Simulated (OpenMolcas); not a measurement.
**A workflow on Si2H6O (SMILES O[SiH2][SiH3])**

We compute a single-point energy (HF/ANO-RCC-MB), then the energy (CASSCF(2,2)/ANO-RCC-VDZP), then an energy scan (CASPT2(2,2)/ANO-RCC-VDZP), then the energy along one coordinate (SC-NEVPT2(2,2)/ANO-RCC-VDZP), then an energy scan (MC-PDFT[tPBE](2,2)/ANO-RCC-VDZP) of Si2H6O. 

The results are computed with OpenMolcas 26.06.

## (1) The structure to begin with

Si2H6O has 9 atoms, charge 0, and is taken as a singlet. As SMILES, `O[SiH2][SiH3]`. The shape is that of a PBE0-D4/def2-TZVP optimisation. This is one conformer, not always the lowest.

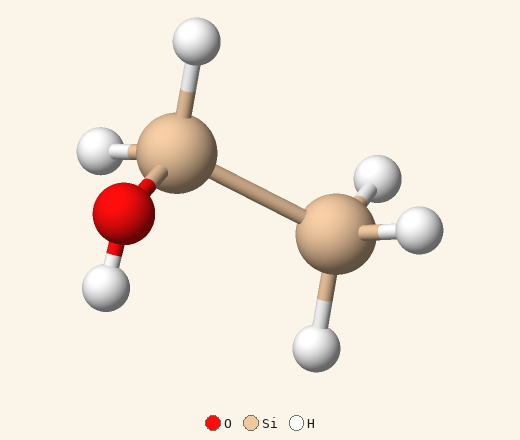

Viewed from a chosen angle; oxygen red, silicon light orange, hydrogen white.

## (2) A single-point energy at HF/ANO-RCC-MB (DKH2) (run 1)

File input.xyz:

```xyz
9

O     -1.609000     1.039900    -0.762000
Si     0.004800     0.933100    -0.415900
Si     0.544200    -1.038400     0.738600
H     -1.996600     0.341400    -1.290800
H      0.830600     0.994500    -1.657800
H      0.311400     2.125200     0.413000
H      2.012900    -1.104800     0.974500
H      0.146200    -2.228200    -0.066200
H     -0.156000    -1.109100     2.049500
```

File step1.inp:

```
&GATEWAY
  Coord = input.xyz
  Basis = ANO-RCC-MB
  Group = NoSym

&SEWARD

&SCF
  PrOrbitals = 0

&LOCALISATION
  Occupied
  Freeze
  Pipek-Mezey

&LOCALISATION
  FileOrb = $Project.LocOrb
  Virtual
  Pipek-Mezey
```

Started as:

```sh
$ export MOLCAS_MEM=1860
$ pymolcas step1.inp > step1.log
```

The log of the run:

```text
--- Start Module: gateway ---
[...]
--- Stop Module: gateway /rc=_RC_ALL_IS_WELL_ ---
[...]
      Basis functions           29
[...]
       Convergence after   9 Iterations
[...]
::    Total SCF energy                               -657.2730109735
[...]
      Total spin, S                                     0.0000000000
[...]
      Total electronic charge=   42.000000
      Total            charge=   -0.000000
[...]
      Dipole Moment (debye):
      Origin of the operator (angstrom)=   -0.1182    0.1628   -0.0351
                   X=  5.6279E-01               Y= -1.0752E+00               Z= -7.4837E-01           Total=  1.4258E+00
      Quadrupole Moment (debye*angstrom):
[...]
--- Start Module: localisation ---
[...]
--- Stop Module: localisation /rc=_RC_ALL_IS_WELL_ ---
--- Start Module: localisation ---
[...]
--- Stop Module: localisation /rc=_RC_ALL_IS_WELL_ ---
[...]
```

It took 1.9 s on 1 thread of Intel Xeon 6975P-C (Granite Rapids), shared host; peak memory 0.38 GiB.

## (3) A single-point energy at CASSCF(2,2)/ANO-RCC-VDZP (DKH2, RICD fitting) (run 2)

input.xyz is that of step 2.

File step2.inp:

```
&GATEWAY
COORD=input.xyz
BASIS=ANO-RCC-MB
GROUP=NoSym
&SEWARD
&RASSCF
FILEORB=$CurrDir/step1.LocOrb
SPIN=1
NACTEL=2 0 0
INACTIVE=20
RAS2=2
ORBLISTING=Nothing
>>> COPY $Project.RunFile RUNFIL1
>>> COPY $Project.RasOrb INPORB
&GATEWAY
COORD=input.xyz
BASIS=ANO-RCC-VDZP
GROUP=NoSym
RICD
&SEWARD
>>> COPY $Project.RunFile RUNFIL2
&EXPBAS
&RASSCF
FILEORB=$Project.ExpOrb
SPIN=1
NACTEL=2 0 0
INACTIVE=20
RAS2=2
ORBLISTING=Nothing
```

Started as:

```sh
$ export MOLCAS_MEM=1860
$ pymolcas step2.inp > step2.log
```

The log of the run:

```text
--- Start Module: gateway ---
[...]
--- Stop Module: gateway /rc=_RC_ALL_IS_WELL_ ---
[...]
      Basis functions           29
[...]
      Number of active orbitals                  2
[...]
      Spin quantum number                      0.0
[...]
      Active orbitals                            2
[...]
      Number of CSFs                             3
[...]
      Number of root(s) required                 1
[...]
      Convergence after 11 iterations
[...]
      printout of CI-coefficients larger than  0.05 for root  1
      energy=    -657.280139
      conf/sym  11     Coeff  Weight
             1  20   0.99551 0.99105
             3  02  -0.09461 0.00895
      Natural orbitals and occupation numbers for root  1
      sym 1:   1.982099   0.017901
      ************************************************************************************************************************
      *                                                    Final results                                                     *
[...]
::    RASSCF root number  1 Total energy:   -657.28013881
[...]
      Basis functions           80
[...]
--- Start Module: expbas ---
[...]
--- Stop Module: expbas /rc=_RC_ALL_IS_WELL_ ---
--- Start Module: rasscf ---
[...]
      Convergence after 14 iterations
[...]
      Natural orbitals and occupation numbers for root  1
      sym 1:   1.984340   0.015660
      ************************************************************************************************************************
      *                                                    Final results                                                     *
[...]
::    RASSCF root number  1 Total energy:   -657.57184861
[...]
      Total electronic charge=   42.000000
      Total            charge=   -0.000000
[...]
      Dipole Moment (debye):
      Origin of the operator (angstrom)=   -0.1182    0.1628   -0.0351
                   X=  2.4953E-01               Y= -1.1259E+00               Z= -6.7274E-01           Total=  1.3351E+00
      Quadrupole Moment (debye*angstrom):
[...]
--- Stop Module: rasscf /rc=_RC_ALL_IS_WELL_ ---
[...]
```

It took 5.4 s on 1 thread of Intel Xeon 6975P-C (Granite Rapids), shared host; peak memory 0.38 GiB.

## (4) An energy scan at CASPT2(2,2)/ANO-RCC-VDZP (DKH2, RICD fitting, ipea shift 0.25 Eh, pt2 variant SS) (run 3)

File step3.input:

```
>>> EXPORT MOLCAS_PRINT=2
>>> COPY $CurrDir/step2.RasOrb $Project.RasOrb
>>> ForEach K in (1, 2, 3, 4, 5, 6, 7, 8, 9)
&gateway
coord=$CurrDir/point$K.xyz
basis=ANO-RCC-VDZP
group=NoSym
ricd
&seward
&rasscf
fileorb=$Project.RasOrb
spin=1
nactel=2 0 0
inactive=20
ras2=2
orblisting=Nothing
&caspt2
imaginary=0.2
frozen=11
>>> EndDo
```

Started as:

```sh
$ export MOLCAS_MEM=1860
$ pymolcas step3.input > step3.log
```

The log of the run (excerpt; [...] marks lines left out):

```text
[...]
      Basis functions           80
[...]
      Number of active orbitals                  2
[...]
      Spin quantum number                      0.0
[...]
      Active orbitals                            2
[...]
      Number of CSFs                             3
[...]
      Number of root(s) required                 1
[...]
      Convergence after 36 iterations
[...]
      Natural orbitals and occupation numbers for root  1
      sym 1:   1.985033   0.014967
      ************************************************************************************************************************
      *                                                    Final results                                                     *
[...]
::    RASSCF root number  1 Total energy:   -657.55168261
[...]
      E2 (Variational):          -0.3944679705
[...]
::    CASPT2 Root  1     Total energy:   -657.94615058
[...]
      Convergence after 21 iterations
[...]
      Natural orbitals and occupation numbers for root  1
      sym 1:   1.984360   0.015640
      ************************************************************************************************************************
      *                                                    Final results                                                     *
[...]
      Convergence after 10 iterations
[...]
      Natural orbitals and occupation numbers for root  1
      sym 1:   1.618281   0.381719
      ************************************************************************************************************************
      *                                                    Final results                                                     *
[...]
      Convergence after  9 iterations
[...]
      Natural orbitals and occupation numbers for root  1
      sym 1:   1.321436   0.678564
      ************************************************************************************************************************
      *                                                    Final results                                                     *
[...]
      Convergence after  8 iterations
[...]
::    RASSCF root number  1 Total energy:   -657.46867937
[...]
::    CASPT2 Root  1     Total energy:   -657.84709524
[...]
      Convergence after  6 iterations
[...]
::    RASSCF root number  1 Total energy:   -657.46835597
[...]
      E2 (Variational):          -0.3781157349
[...]
::    CASPT2 Root  1     Total energy:   -657.84647170
[...]
```

It took 34 s on 1 thread of Intel Xeon 6975P-C (Granite Rapids), shared host; peak memory 0.083 GiB.

The scan, from its lowest point:

| Si3–Si2 (Å) | energy (kJ/mol) |
| --- | --- |
| 2.113 | 43.9 |
| 2.347 | 0.0 |
| 2.582 | 17.9 |
| 2.934 | 85.6 |
| 3.404 | 179.5 |
| 3.991 | 256.6 |
| 4.695 | 293.7 |
| 5.634 | 303.9 |
| 7.042 | 305.6 |

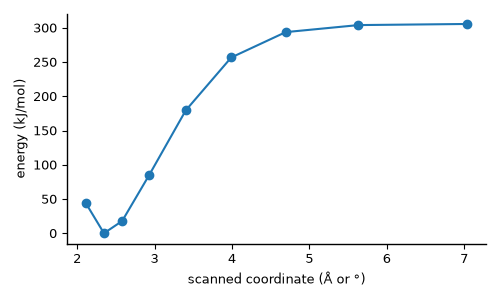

Energy along the scan.

## (5) An energy scan at SC-NEVPT2(2,2)/ANO-RCC-VDZP (DKH2, RICD fitting, pt2 variant SC-NEVPT2) (run 4)

File step4.input:

```
>>> COPY $CurrDir/step2.RasOrb $Project.RasOrb
>>> ForEach K in (1, 2, 3, 4, 5, 6, 7, 8, 9)

&GATEWAY
 Coord = $CurrDir/point$K.xyz
 Basis = ANO-RCC-VDZP
 Group = NoSym
 RICD

&SEWARD

&RASSCF
 FileOrb = $Project.RasOrb
 Spin = 1
 Nactel = 2 0 0
 Inactive = 20
 Ras2 = 2
 OrbListing = Nothing

&CASPT2
 SC-NEVPT2
 Frozen = 11
>>> EndDo
```

Started as:

```sh
$ export MOLCAS_MEM=1860
$ pymolcas step4.input > step4.log
```

The log of the run (excerpt; [...] marks lines left out):

```text
[...]
      Basis functions           80
[...]
      Number of active orbitals                  2
[...]
      Spin quantum number                      0.0
[...]
      Active orbitals                            2
[...]
      Number of CSFs                             3
[...]
      Number of root(s) required                 1
[...]
      Convergence after 36 iterations
[...]
      Natural orbitals and occupation numbers for root  1
      sym 1:   1.985033   0.014967
      ************************************************************************************************************************
      *                                                    Final results                                                     *
[...]
::    RASSCF root number  1 Total energy:   -657.55168261
[...]
      E2 (Variational):          -0.3906763026
[...]
::    SC-NEVPT2 Root  1     Total energy:   -657.94233851
[...]
      Convergence after 21 iterations
[...]
      Natural orbitals and occupation numbers for root  1
      sym 1:   1.984360   0.015640
      ************************************************************************************************************************
      *                                                    Final results                                                     *
[...]
      Convergence after 10 iterations
[...]
      Natural orbitals and occupation numbers for root  1
      sym 1:   1.618281   0.381719
      ************************************************************************************************************************
      *                                                    Final results                                                     *
[...]
      Convergence after  9 iterations
[...]
      Natural orbitals and occupation numbers for root  1
      sym 1:   1.321436   0.678564
      ************************************************************************************************************************
      *                                                    Final results                                                     *
[...]
      Convergence after  8 iterations
[...]
::    RASSCF root number  1 Total energy:   -657.46867937
[...]
::    SC-NEVPT2 Root  1     Total energy:   -657.84506987
[...]
      Convergence after  6 iterations
[...]
::    RASSCF root number  1 Total energy:   -657.46835597
[...]
      E2 (Variational):          -0.3761716332
[...]
::    SC-NEVPT2 Root  1     Total energy:   -657.84452760
[...]
```

It took 32 s on 1 thread of Intel Xeon 6975P-C (Granite Rapids), shared host; peak memory 0.083 GiB.

The scan, from its lowest point:

| Si3–Si2 (Å) | energy (kJ/mol) |
| --- | --- |
| 2.113 | 42.2 |
| 2.347 | 0.0 |
| 2.582 | 15.9 |
| 2.934 | 81.6 |
| 3.404 | 174.8 |
| 3.991 | 252.0 |
| 4.695 | 287.9 |
| 5.634 | 297.6 |
| 7.042 | 299.0 |

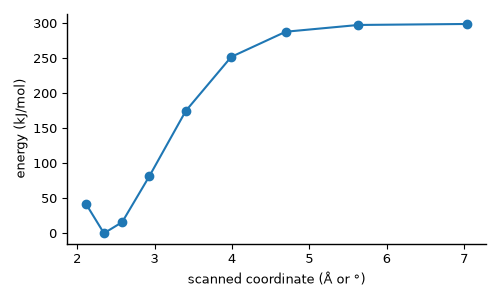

Energy along the scan.

## (6) An energy scan at MC-PDFT[tPBE](2,2)/ANO-RCC-VDZP (DKH2, RICD fitting) (run 5)

File step5.input:

```
>>> COPY $CurrDir/step2.RasOrb $Project.RasOrb
>>> ForEach K in (1, 2, 3, 4, 5, 6, 7, 8, 9)

&gateway
 coord = $CurrDir/point$K.xyz
 basis = ANO-RCC-VDZP
 group = NoSym
 ricd

&seward

&rasscf
 fileorb = $Project.RasOrb
 spin = 1
 nactel = 2 0 0
 inactive = 20
 ras2 = 2
 orblisting = Nothing

&mcpdft
 ksdft = T:PBE
>>> EndDo
```

Started as:

```sh
$ export MOLCAS_MEM=1860
$ pymolcas step5.input > step5.log
```

The log of the run (excerpt; [...] marks lines left out):

```text
--- Start Module: gateway ---
[...]
      Basis functions           80
[...]
      Number of active orbitals                  2
[...]
      Spin quantum number                      0.0
[...]
      Active orbitals                            2
[...]
      Number of CSFs                             3
[...]
      Number of root(s) required                 1
[...]
      Convergence after 36 iterations
[...]
      Natural orbitals and occupation numbers for root  1
      sym 1:   1.985033   0.014967
      ************************************************************************************************************************
      *                                                    Final results                                                     *
[...]
::    RASSCF root number  1 Total energy:   -657.55168261
[...]
::    MCPDFT root number  1 Total energy:   -658.72523194
[...]
      Convergence after 21 iterations
[...]
      Natural orbitals and occupation numbers for root  1
      sym 1:   1.984360   0.015640
      ************************************************************************************************************************
      *                                                    Final results                                                     *
[...]
      Convergence after 10 iterations
[...]
      Natural orbitals and occupation numbers for root  1
      sym 1:   1.618281   0.381719
      ************************************************************************************************************************
      *                                                    Final results                                                     *
[...]
      Convergence after  9 iterations
[...]
      Natural orbitals and occupation numbers for root  1
      sym 1:   1.321436   0.678564
      ************************************************************************************************************************
      *                                                    Final results                                                     *
[...]
      Convergence after  8 iterations
[...]
::    RASSCF root number  1 Total energy:   -657.46867937
[...]
::    MCPDFT root number  1 Total energy:   -658.61548555
[...]
      Convergence after  6 iterations
[...]
::    RASSCF root number  1 Total energy:   -657.46835597
[...]
      Total electronic charge=   42.000000
      Total            charge=   -0.000000
[...]
::    MCPDFT root number  1 Total energy:   -658.61528518
[...]
```

Run time: 38 s. Hardware: 1 thread of Intel Xeon 6975P-C (Granite Rapids), shared host; peak memory 0.083 GiB.

The scan, from its lowest point:

| Si3–Si2 (Å) | energy (kJ/mol) |
| --- | --- |
| 2.113 | 39.0 |
| 2.347 | 0.0 |
| 2.582 | 19.3 |
| 2.934 | 87.7 |
| 3.404 | 186.2 |
| 3.991 | 273.7 |
| 4.695 | 317.1 |
| 5.634 | 327.2 |
| 7.042 | 327.7 |

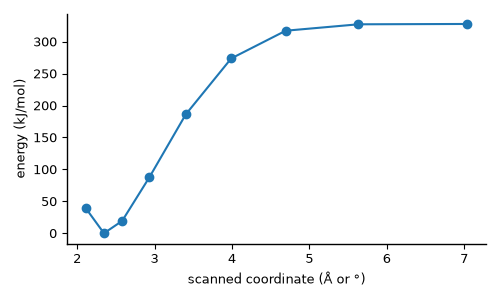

Energy along the scan.

## (7) What came out

```
                                                         quantity          value
                               run 1, HF/ANO-RCC-MB: total energy  -657.27301 Eh
                              run 1, HF/ANO-RCC-MB: dipole moment         1.43 D
                                run 1, HF/ANO-RCC-MB: HOMO energy      -11.50 eV
                                run 1, HF/ANO-RCC-MB: LUMO energy        4.75 eV
                              run 1, HF/ANO-RCC-MB: HOMO–LUMO gap       16.25 eV
                    run 2, CASSCF(2,2)/ANO-RCC-VDZP: total energy  -657.57185 Eh
  run 2, CASSCF(2,2)/ANO-RCC-VDZP: dipole moment (CASSCF density)         1.34 D
       run 3, CASPT2(2,2)/ANO-RCC-VDZP: lowest energy of the scan  -657.96285 Eh
    run 4, SC-NEVPT2(2,2)/ANO-RCC-VDZP: lowest energy of the scan  -657.95841 Eh
run 5, MC-PDFT[tPBE](2,2)/ANO-RCC-VDZP: lowest energy of the scan  -658.74010 Eh
```

**Reading.** Mulliken charges (run 2, CASSCF(2,2)/ANO-RCC-VDZP) run from -0.51 on O1 to +0.72 on Si2; they depend strongly on the basis.
